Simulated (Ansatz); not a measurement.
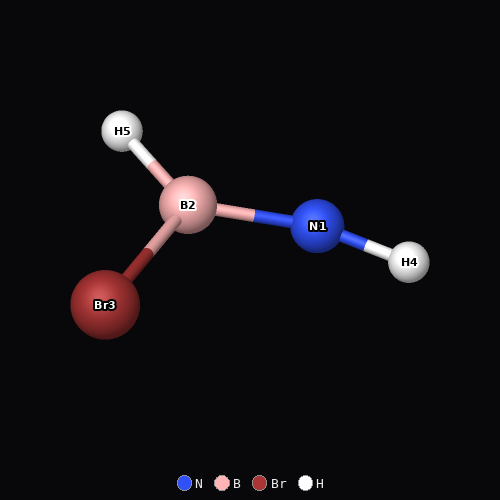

The system is BBrH₂N, SMILES [NH]BBr, spin multiplicity 2; the picture shows the reference structure. First axis: angle H4–N1–B2. Second axis: dihedral H4–N1–B2–Br3. Nothing is relaxed (all other coordinates rigid). Grid: 7 × 8 points; 35 points were computed and 21 follow by symmetry. Points are written as (first, second). All energies are given in cm⁻¹ relative to the relaxed molecule at the same level. Energies and slopes of some neighbouring points disagree (a jump in structure or state, or too coarse a mesh). Theory: Ansatz 0.2.0, UKS r2SCAN-D4/def2-TZVP.

Its coordinates:

```xyz
5

N    -0.5296   -0.7656   -0.1776
B     0.4118    0.1031    0.2061
Br    0.0764    1.9841   -0.2354
H    -1.3706   -1.1346   -0.5760
H     1.4120   -0.1869    0.7830
```

Range: angle H4–N1–B2 from 115.9 to 179.0°; dihedral H4–N1–B2–Br3 from −180 to 135°.

### Predict the map.

The lowest grid point is at (147.5°, −45°), −50 cm⁻¹ from the relaxed molecule at the same level. The same energy is found at (147.5°, 45°). The highest grid point, (115.9°, −180°), lies 4935 cm⁻¹ above the lowest.

| dihedral H4–N1–B2–Br3 ↓, angle H4–N1–B2 → | 115.9 | 126.4 | 137.0 | 147.5 | 158.0 | 168.5 | 179.0 |
| --- | --- | --- | --- | --- | --- | --- | --- |
| 135 | 1621 | 912 | 509 | 310 | 228 | 191 | 144 |
| 90 | 945 | 344 | 56 | −17 | 24 | 97 | 137 |
| 45 | 1283 | 506 | 97 | −50 | −41 | 43 | 131 |
| 0 | 3840 | 1930 | 767 | 193 | 7 | 33 | 128 |
| −45 | 1283 | 506 | 97 | −50 | −41 | 43 | 131 |
| −90 | 945 | 344 | 56 | −17 | 24 | 97 | 137 |
| −135 | 1621 | 912 | 509 | 310 | 228 | 191 | 144 |
| −180 | 4884 | 2831 | 1507 | 767 | 406 | 246 | 147 |

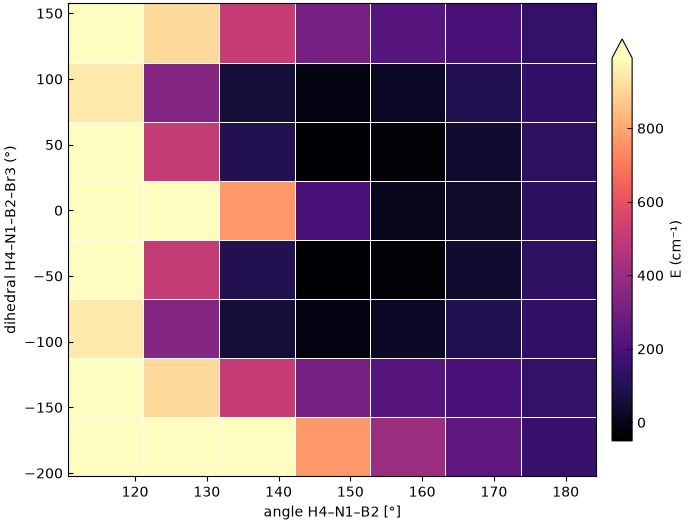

Drawn: one coloured cell a grid point, one colour for all values above the top of the scale.

Each point was launched as `ansatz run input.yaml --threads 1 --pin off --max-ram 2560MiB --backend cpu --events-out ev --progress --plain --runs-dir out`. The whole map (35 points run) took 8.9 min on 1 thread of Arm Neoverse V2, on a shared host.
